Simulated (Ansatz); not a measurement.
C$_{2}$H$_{11}$AlOSi$_{2}$: nudged elastic band (part 1 of 2)

System: C$_{2}$H$_{11}$AlOSi$_{2}$.
Method: RKS B3LYP-D4/6-31G (Ansatz 0.2.0).

It belongs to a series of runs on one base structure; here: band between the two ends. Figures and captions count atoms from 1; the log counts them from 0 in places.

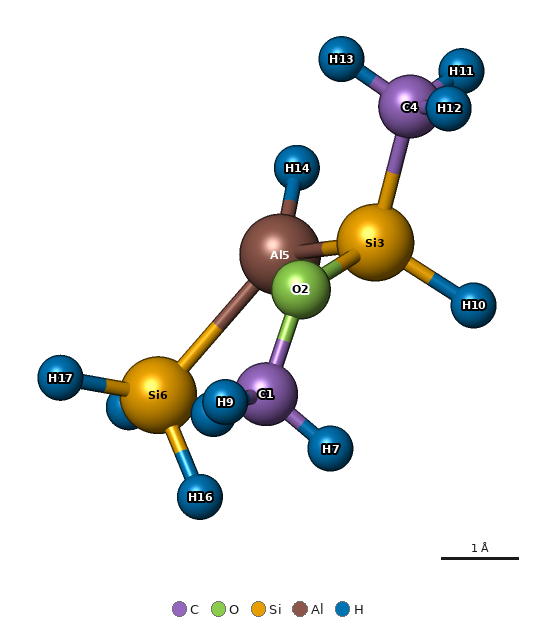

The structure as given in the input (ball-and-stick view, seen at a tilt; atoms are numbered from 1 in the order of the input). Sticks mark near contacts.

Input file:
```yaml
crystal:
  periodic: [false, false, false]
  atoms:
    - { symbol: C, position_ang: [-2.056718, -0.575352, 0.791923] }
    - { symbol: O, position_ang: [-0.754666, -1.160648, 1.008855] }
    - { symbol: Si, position_ang: [0.511704, -1.18508, -0.206777] }
    - { symbol: C, position_ang: [1.889089, -2.252727, 0.573213] }
    - { symbol: Al, position_ang: [1.202197, 1.126734, -0.806088] }
    - { symbol: Si, position_ang: [-0.412781, 2.99423, -0.80298] }
    - { symbol: H, position_ang: [-2.571961, -1.035391, -0.063031] }
    - { symbol: H, position_ang: [-1.994657, 0.509, 0.618859] }
    - { symbol: H, position_ang: [-2.646, -0.751459, 1.694267] }
    - { symbol: H, position_ang: [-0.017094, -1.909127, -1.439359] }
    - { symbol: H, position_ang: [2.714204, -2.392365, -0.13396] }
    - { symbol: H, position_ang: [1.485091, -3.233493, 0.843541] }
    - { symbol: H, position_ang: [2.281169, -1.781311, 1.479205] }
    - { symbol: H, position_ang: [2.741949, 1.422858, -1.183335] }
    - { symbol: H, position_ang: [0.06316, 4.227192, -1.527774] }
    - { symbol: H, position_ang: [-1.728199, 2.590022, -1.423172] }
    - { symbol: H, position_ang: [-0.725387, 3.406617, 0.616815] }
basis:
  gaussian: { orbitals: "6-31G" }
hamiltonian:
  xc: b3lyp
  dispersion: d4
neb:
  order_check: false
  images: 5
  f_tol: 0.05
  max_iterations: 52
  final_atoms:
    - { symbol: C, position_ang: [-2.16292999, -0.99462975, 0.24742974] }
    - { symbol: O, position_ang: [-0.78144964, -0.51332616, 0.38532112] }
    - { symbol: Si, position_ang: [0.72308621, -1.22996053, -0.81845911] }
    - { symbol: C, position_ang: [1.66936443, -2.14048274, 0.64584277] }
    - { symbol: Al, position_ang: [1.64883276, 1.03781741, -1.17932859] }
    - { symbol: Si, position_ang: [0.00258621, 2.78510443, -0.46634446] }
    - { symbol: H, position_ang: [-2.08690967, -1.97813233, -0.21313558] }
    - { symbol: H, position_ang: [-2.73260916, -0.32262493, -0.39937769] }
    - { symbol: H, position_ang: [-2.61686757, -1.06533949, 1.23795365] }
    - { symbol: H, position_ang: [-0.73208763, 0.40553813, 0.72943276] }
    - { symbol: H, position_ang: [2.68406958, -2.3827077, 0.30390142] }
    - { symbol: H, position_ang: [1.16246699, -3.07946086, 0.89121204] }
    - { symbol: H, position_ang: [1.75063996, -1.53305572, 1.55169993] }
    - { symbol: H, position_ang: [2.79149957, 1.5325515, -2.20565044] }
    - { symbol: H, position_ang: [-1.07023556, 3.16456521, -1.4627275] }
    - { symbol: H, position_ang: [-0.82482443, 2.23743384, 0.7091167] }
    - { symbol: H, position_ang: [0.55646795, 4.07640967, 0.08331524] }
  initial_path:
    images:
      - { positions_ang: [[-2.056718, -0.575352, 0.791923], [-0.754666, -1.160648, 1.008855], [0.511704, -1.18508, -0.206777], [1.889089, -2.252727, 0.573213], [1.202197, 1.126734, -0.806088], [-0.412781, 2.99423, -0.80298], [-2.571961, -1.035391, -0.063031], [-1.994657, 0.509, 0.618859], [-2.646, -0.751459, 1.694267], [-0.017094, -1.909127, -1.439359], [2.714204, -2.392365, -0.13396], [1.485091, -3.233493, 0.843541], [2.281169, -1.781311, 1.479205], [2.741949, 1.422858, -1.183335], [0.06316, 4.227192, -1.527774], [-1.728199, 2.590022, -1.423172], [-0.725387, 3.406617, 0.616815]] }
      - { positions_ang: [[-2.03288279, -0.65366867, 0.7445245], [-0.75600099, -1.13933692, 1.04584981], [0.45645839, -1.11759467, -0.20399672], [1.88988448, -2.20523695, 0.43514898], [1.19787772, 1.15788311, -0.66348559], [-0.37448596, 2.99926483, -0.81955231], [-2.49789958, -1.18677025, -0.08440281], [-2.00625634, 0.43705713, 0.49310539], [-2.67987915, -0.76935444, 1.6383442], [-0.165552, -1.90244824, -0.90204764], [2.65643861, -2.27855453, -0.3049874], [1.4801259, -3.20832859, 0.64902347], [2.27240233, -1.78656956, 1.35184335], [2.73345501, 1.45969082, -0.8352164], [0.08325682, 4.02972546, -1.71675332], [-1.70360472, 2.56047171, -1.28142524], [-0.57223773, 3.60346976, 0.49422972]] }
      - { positions_ang: [[-2.00904758, -0.73198534, 0.697126], [-0.75733599, -1.11802585, 1.08284462], [0.40121278, -1.05010934, -0.20121644], [1.89067995, -2.1577469, 0.29708496], [1.19355845, 1.18903222, -0.52088319], [-0.33619091, 3.00429966, -0.83612461], [-2.42383815, -1.3381495, -0.10577461], [-2.01785567, 0.36511426, 0.36735178], [-2.71375829, -0.78724989, 1.58242141], [-0.31401, -1.89576947, -0.36473629], [2.59867323, -2.16474407, -0.4760148], [1.47516079, -3.18316418, 0.45450594], [2.26363567, -1.79182811, 1.2244817], [2.72496101, 1.49652364, -0.48709779], [0.10335364, 3.83225892, -1.90573265], [-1.67901045, 2.53092143, -1.13967847], [-0.41908846, 3.80032252, 0.37164445]] }
      - { positions_ang: [[-1.98521237, -0.81030202, 0.64972751], [-0.75867098, -1.09671477, 1.11983943], [0.34596717, -0.98262401, -0.19843616], [1.89147543, -2.11025685, 0.15902094], [1.18923917, 1.22018133, -0.37828078], [-0.29789587, 3.00933449, -0.85269692], [-2.34977673, -1.48952875, -0.12714642], [-2.02945501, 0.29317139, 0.24159817], [-2.74763744, -0.80514533, 1.52649861], [-0.46246801, -1.88909071, 0.17257507], [2.54090784, -2.0509336, -0.6470422], [1.47019569, -3.15799976, 0.25998842], [2.254869, -1.79708667, 1.09712004], [2.71646702, 1.53335646, -0.13897919], [0.12345045, 3.63479238, -2.09471197], [-1.65441617, 2.50137114, -0.99793171], [-0.26593919, 3.99717528, 0.24905917]] }
      - { positions_ang: [[-2.04445157, -0.8717446, 0.51562825], [-0.76626387, -0.9022519, 0.87499999], [0.47167351, -1.06506951, -0.40511048], [1.81743843, -2.12033215, 0.32129488], [1.34243703, 1.15939336, -0.64529672], [-0.19773517, 2.93459113, -0.72391277], [-2.26215437, -1.65239661, -0.15580947], [-2.26383973, 0.08790595, 0.02793955], [-2.70404748, -0.89187672, 1.43031696], [-0.55234121, -1.12421443, 0.3581943], [2.58862842, -2.16152497, -0.33006099], [1.36761945, -3.13182013, 0.47039629], [2.08679265, -1.70907635, 1.24864667], [2.74147787, 1.53308814, -0.82786961], [-0.27444488, 3.47804999, -1.88405048], [-1.37788559, 2.41339204, -0.42891557], [0.00819652, 4.02358674, 0.19381119]] }
      - { positions_ang: [[-2.10369078, -0.93318717, 0.38152899], [-0.77385675, -0.70778903, 0.63016055], [0.59737986, -1.14751502, -0.61178479], [1.74340143, -2.13040744, 0.48356883], [1.4956349, 1.09860539, -0.91231265], [-0.09757448, 2.85984778, -0.59512861], [-2.17453202, -1.81526447, -0.18447253], [-2.49822444, -0.11735949, -0.18571907], [-2.66045752, -0.9786081, 1.33413531], [-0.64221442, -0.35933815, 0.54381353], [2.636349, -2.27211633, -0.01307978], [1.26504322, -3.1056405, 0.68080416], [1.9187163, -1.62106604, 1.4001733], [2.76648872, 1.53281982, -1.51676002], [-0.67234022, 3.3213076, -1.67338899], [-1.10135501, 2.32541294, 0.14010056], [0.28233223, 4.04999821, 0.13856322]] }
      - { positions_ang: [[-2.16292999, -0.99462975, 0.24742974], [-0.78144964, -0.51332616, 0.38532112], [0.72308621, -1.22996053, -0.81845911], [1.66936443, -2.14048274, 0.64584277], [1.64883276, 1.03781741, -1.17932859], [0.00258621, 2.78510443, -0.46634446], [-2.08690967, -1.97813233, -0.21313558], [-2.73260916, -0.32262493, -0.39937769], [-2.61686757, -1.06533949, 1.23795365], [-0.73208763, 0.40553813, 0.72943276], [2.68406958, -2.3827077, 0.30390142], [1.16246699, -3.07946086, 0.89121204], [1.75063996, -1.53305572, 1.55169993], [2.79149957, 1.5325515, -2.20565044], [-1.07023556, 3.16456521, -1.4627275], [-0.82482443, 2.23743384, 0.7091167], [0.55646795, 4.07640967, 0.08331524]] }
```

Run as:
```bash
ansatz run input.yaml --threads 2 --pin off --max-ram 3072MiB --backend cpu --events-out ev --progress --plain --runs-dir out
```

Output:
```
Engine: ansatz 0.2.0, aarch64-unknown-linux-gnu
Functional definition: B3LYP
  parameter a0 = 0.2
  parameter ax = 0.72
  parameter ac = 0.81
  exchange = (1 - a0 - ax)*slater_x + ax*b88_x + a0*exact_x
  correlation = (1 - ac)*vwn_rpa_c + ac*lyp_c
1182 factors; integrals over basis functions are off by at most 1.7e-4 eV
mean field evaluation 1: about -26641.8810 eV, gradient 6.1e1 eV
mean field evaluation 2: about -26574.0657 eV, gradient 1.5e2 eV
mean field evaluation 4: about -26649.9318 eV, gradient 7.8e0 eV
mean field evaluation 8: about -26650.2333 eV, gradient 6.5e-1 eV
mean field evaluation 16: about -26650.2351 eV, gradient 7.5e-5 eV
mean field -26650.23506018 eV, -979.3780742834 hartree, gradient 7.5e-5 eV, S^2 0.000000; 0 other end points of the search recorded, 0 dependent functions left out
the calculation of the forces begins
reference -26650.23539073 eV, -979.3780864308 hartree; 36, 36 occupied and 52, 52 virtual orbitals, 1182 factors
1182 factors; integrals over basis functions are off by at most 1.7e-4 eV
mean field evaluation 32: about -26648.7841 eV, gradient 2.0e-5 eV
mean field -26648.78407016 eV, -979.3247513838 hartree, gradient 2.0e-5 eV, S^2 0.000000; 0 other end points of the search recorded, 0 dependent functions left out
[... from here on the field's lines of each further geometry are left out, up to the last ...]
NEB iter   1: max|band force component| = 3.925e2 eV/Å  barrier→ = 58.0873 eV  barrier← = 56.6904 eV  Δτ_max = 0.2000 Å  (187 SCF iters)
NEB iter   2: max|band force component| = 8.274e1 eV/Å  barrier→ = 16.6056 eV  barrier← = 15.2087 eV  Δτ_max = 0.2000 Å  (149 SCF iters)
NEB iter   3: max|band force component| = 5.793e1 eV/Å  barrier→ = 9.5142 eV  barrier← = 8.1173 eV  Δτ_max = 0.2000 Å  (148 SCF iters)
NEB iter   4: max|band force component| = 2.895e1 eV/Å  barrier→ = 4.5520 eV  barrier← = 3.1551 eV  Δτ_max = 0.2000 Å  (144 SCF iters)
NEB iter   5: max|band force component| = 1.576e1 eV/Å  barrier→ = 3.0989 eV  barrier← = 1.7020 eV  Δτ_max = 0.2000 Å  (145 SCF iters)
NEB iter   6: max|band force component| = 6.034e0 eV/Å  barrier→ = 2.9707 eV  barrier← = 1.5738 eV  Δτ_max = 0.2000 Å  (150 SCF iters)
NEB iter   7: max|band force component| = 2.175e0 eV/Å  barrier→ = 2.8587 eV  barrier← = 1.4618 eV  Δτ_max = 0.1990 Å  (150 SCF iters)
NEB iter   8: max|band force component| = 1.578e0 eV/Å  barrier→ = 2.5488 eV  barrier← = 1.1519 eV  Δτ_max = 0.1981 Å  (150 SCF iters)
NEB iter   9: max|band force component| = 1.161e0 eV/Å  barrier→ = 2.3849 eV  barrier← = 0.9880 eV  Δτ_max = 0.1964 Å  (151 SCF iters)
NEB iter  10: max|band force component| = 1.020e0 eV/Å  barrier→ = 2.2915 eV  barrier← = 0.8946 eV  Δτ_max = 0.2000 Å  (148 SCF iters)
NEB iter  11: max|band force component| = 1.125e0 eV/Å  barrier→ = 2.1675 eV  barrier← = 0.7706 eV  Δτ_max = 0.1002 Å  (146 SCF iters)
NEB iter  12: max|band force component| = 8.145e-1 eV/Å  barrier→ = 2.0831 eV  barrier← = 0.6862 eV  Δτ_max = 0.2000 Å  (146 SCF iters)
NEB iter  13: max|band force component| = 8.486e-1 eV/Å  barrier→ = 1.9634 eV  barrier← = 0.5665 eV  Δτ_max = 0.1007 Å  (140 SCF iters)
NEB iter  14: max|band force component| = 3.579e-1 eV/Å  barrier→ = 1.9006 eV  barrier← = 0.5037 eV  CI = image 4  Δτ_max = 0.2000 Å  (144 SCF iters)
NEB iter  15: max|band force component| = 3.440e-1 eV/Å  barrier→ = 1.8191 eV  barrier← = 0.4222 eV  CI = image 4  Δτ_max = 0.1996 Å  (143 SCF iters)
NEB iter  16: max|band force component| = 4.054e-1 eV/Å  barrier→ = 1.7450 eV  barrier← = 0.3481 eV  CI = image 4  Δτ_max = 0.1993 Å  (142 SCF iters)
NEB iter  17: max|band force component| = 4.955e-1 eV/Å  barrier→ = 1.6824 eV  barrier← = 0.2855 eV  CI = image 4  Δτ_max = 0.1989 Å  (142 SCF iters)
NEB iter  18: max|band force component| = 5.362e-1 eV/Å  barrier→ = 1.6330 eV  barrier← = 0.2361 eV  CI = image 4  Δτ_max = 0.1986 Å  (142 SCF iters)
NEB iter  19: max|band force component| = 5.278e-1 eV/Å  barrier→ = 1.5961 eV  barrier← = 0.1992 eV  CI = image 4  Δτ_max = 0.1999 Å  (142 SCF iters)
NEB iter  20: max|band force component| = 4.091e-1 eV/Å  barrier→ = 1.5676 eV  barrier← = 0.1707 eV  CI = image 4  Δτ_max = 0.2000 Å  (141 SCF iters)
NEB iter  21: max|band force component| = 2.786e-1 eV/Å  barrier→ = 1.5451 eV  barrier← = 0.1482 eV  CI = image 4  Δτ_max = 0.2000 Å  (138 SCF iters)
NEB iter  22: max|band force component| = 2.811e-1 eV/Å  barrier→ = 1.5360 eV  barrier← = 0.1391 eV  CI = image 4  Δτ_max = 0.1006 Å  (139 SCF iters)
NEB iter  23: max|band force component| = 3.172e-1 eV/Å  barrier→ = 1.5347 eV  barrier← = 0.1378 eV  CI = image 4  Δτ_max = 0.1002 Å  (137 SCF iters)
NEB iter  24: max|band force component| = 6.121e-1 eV/Å  barrier→ = 1.5435 eV  barrier← = 0.1466 eV  CI = image 4  Δτ_max = 0.1007 Å  (138 SCF iters)
NEB iter  25: max|band force component| = 7.526e-1 eV/Å  barrier→ = 1.5584 eV  barrier← = 0.1615 eV  CI = image 4  Δτ_max = 0.1280 Å  (137 SCF iters)
NEB iter  26: max|band force component| = 7.918e-1 eV/Å  barrier→ = 1.5791 eV  barrier← = 0.1822 eV  CI = image 4  Δτ_max = 0.1322 Å  (140 SCF iters)
NEB iter  27: max|band force component| = 7.674e-1 eV/Å  barrier→ = 1.6015 eV  barrier← = 0.2046 eV  CI = image 4  Δτ_max = 0.1967 Å  (137 SCF iters)
NEB iter  28: max|band force component| = 5.678e-1 eV/Å  barrier→ = 1.6219 eV  barrier← = 0.2250 eV  CI = image 4  Δτ_max = 0.1995 Å  (136 SCF iters)
NEB iter  29: max|band force component| = 6.177e-1 eV/Å  barrier→ = 1.6627 eV  barrier← = 0.2658 eV  CI = image 4  Δτ_max = 0.1987 Å  (143 SCF iters)
NEB iter  30: max|band force component| = 5.781e-1 eV/Å  barrier→ = 1.6785 eV  barrier← = 0.2816 eV  CI = image 4  Δτ_max = 0.2000 Å  (144 SCF iters)
NEB iter  31: max|band force component| = 6.804e-1 eV/Å  barrier→ = 1.7011 eV  barrier← = 0.3042 eV  CI = image 4  Δτ_max = 0.1006 Å  (141 SCF iters)
NEB iter  32: max|band force component| = 4.393e-1 eV/Å  barrier→ = 1.6948 eV  barrier← = 0.2979 eV  CI = image 4  Δτ_max = 0.1001 Å  (142 SCF iters)
NEB iter  33: max|band force component| = 3.239e-1 eV/Å  barrier→ = 1.6847 eV  barrier← = 0.2878 eV  CI = image 4  Δτ_max = 0.1996 Å  (135 SCF iters)
NEB iter  34: max|band force component| = 3.039e-1 eV/Å  barrier→ = 1.6466 eV  barrier← = 0.2497 eV  CI = image 4  Δτ_max = 0.1001 Å  (141 SCF iters)
NEB iter  35: max|band force component| = 4.987e-1 eV/Å  barrier→ = 1.6242 eV  barrier← = 0.2273 eV  CI = image 4  Δτ_max = 0.0502 Å  (144 SCF iters)
NEB iter  36: max|band force component| = 6.197e-1 eV/Å  barrier→ = 1.6221 eV  barrier← = 0.2252 eV  CI = image 4  Δτ_max = 0.1003 Å  (145 SCF iters)
NEB iter  37: max|band force component| = 5.111e-1 eV/Å  barrier→ = 1.6095 eV  barrier← = 0.2126 eV  CI = image 4  Δτ_max = 0.1981 Å  (139 SCF iters)
NEB iter  38: max|band force component| = 2.862e-1 eV/Å  barrier→ = 1.5944 eV  barrier← = 0.1975 eV  CI = image 4  Δτ_max = 0.2000 Å  (139 SCF iters)
NEB iter  39: max|band force component| = 2.889e-1 eV/Å  barrier→ = 1.5964 eV  barrier← = 0.1995 eV  CI = image 4  Δτ_max = 0.2000 Å  (140 SCF iters)
NEB iter  40: max|band force component| = 2.423e-1 eV/Å  barrier→ = 1.5889 eV  barrier← = 0.1920 eV  CI = image 4  Δτ_max = 0.2000 Å  (140 SCF iters)
NEB iter  41: max|band force component| = 2.218e-1 eV/Å  barrier→ = 1.5859 eV  barrier← = 0.1890 eV  CI = image 4  Δτ_max = 0.1003 Å  (141 SCF iters)
NEB iter  42: max|band force component| = 2.073e-1 eV/Å  barrier→ = 1.5868 eV  barrier← = 0.1899 eV  CI = image 4  Δτ_max = 0.1000 Å  (141 SCF iters)
NEB iter  43: max|band force component| = 9.942e-2 eV/Å  barrier→ = 1.5866 eV  barrier← = 0.1897 eV  CI = image 4  Δτ_max = 0.1820 Å  (141 SCF iters)
NEB iter  44: max|band force component| = 1.342e-1 eV/Å  barrier→ = 1.5860 eV  barrier← = 0.1891 eV  CI = image 4  Δτ_max = 0.0909 Å  (143 SCF iters)
```
